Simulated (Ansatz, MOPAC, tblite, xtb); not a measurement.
## A ladder of methods for C2H4ClSi (SMILES C=C[SiH]Cl)

C2H4ClSi: 8 atoms, total charge 0, spin state doublet. As SMILES, `C=C[SiH]Cl`. The coordinates come from a PBE0-D4/def2-TZVP relaxation.

```tsv
atom	x (Å)	y (Å)	z (Å)
C	0.6470	1.0270	-0.6597
C	0.6285	-0.0667	0.1054
Si	-0.9036	-0.6426	0.9471
Cl	-1.0316	-2.6979	0.9413
H	-0.2569	1.5882	-0.8806
H	1.5639	1.4049	-1.1025
H	1.5613	-0.5910	0.3016
H	-2.1163	-0.0791	0.2915
```

Quantity: the dipole moment, in D. The values are calculated.

```json
{"level": "MNDO", "kind": "semi-empirical", "program": "MOPAC", "value (D)": "3.28"}
{"level": "GFN2-xTB", "kind": "semi-empirical", "program": "tblite", "value (D)": "1.55"}
{"level": "GFN0-xTB", "kind": "semi-empirical", "program": "xtb", "value (D)": "1.96"}
{"level": "IPEA1-xTB", "kind": "semi-empirical", "program": "tblite", "value (D)": "2.87"}
{"level": "UHF/STO-3G", "kind": "Hartree–Fock", "program": "Ansatz", "value (D)": "3.15"}
{"level": "UHF/3-21G", "kind": "Hartree–Fock", "program": "Ansatz", "value (D)": "3.49"}
{"level": "UHF/def2-SVP", "kind": "Hartree–Fock", "program": "Ansatz", "value (D)": "2.20"}
{"level": "UHF/6-311G**", "kind": "Hartree–Fock", "program": "Ansatz", "value (D)": "2.66"}
{"level": "UB3LYP/3-21G", "kind": "global hybrid", "program": "Ansatz", "value (D)": "2.90"}
{"level": "UB3LYP/6-31G* (spherical functions)", "kind": "global hybrid", "program": "Ansatz", "value (D)": "2.31"}
```

The values span 1.55 to 3.49 D. Spin contamination of the reference (⟨S²⟩ at least 0.1 too high) touches UHF/STO-3G, UHF/3-21G, UHF/def2-SVP, UHF/6-311G**. Sets without polarisation functions give poor dipoles. Without the sets that lack polarisation functions the rows with a basis span only 2.20 to 2.66 D.

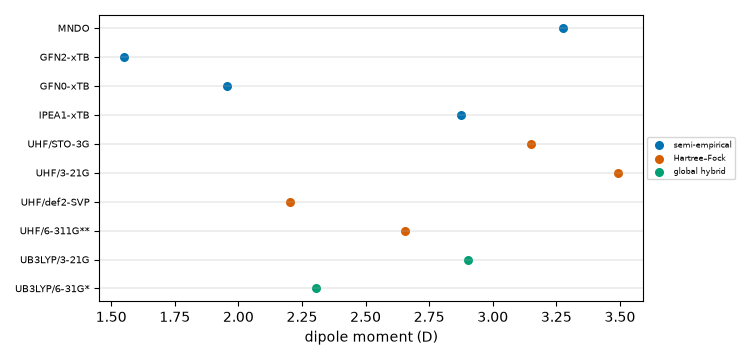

The values of the table, level by level.
